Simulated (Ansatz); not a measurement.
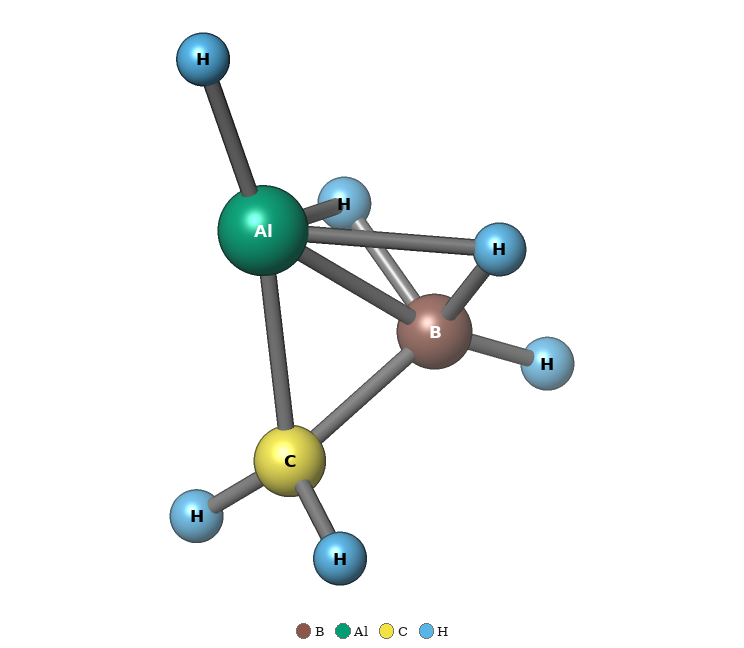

Depth is shown by fading: the farther an atom, the more it takes the colour of the background. Computed geometry: PBE0-D4/def2-TZVP optimisation. No frequency run is at hand to confirm it as a minimum.

Q: Which symmetry elements does this geometry have?

A: It has 1 mirror plane, so the point group is Cs. The group has 2 operations. The geometry is achiral, and symmetry allows a dipole moment.
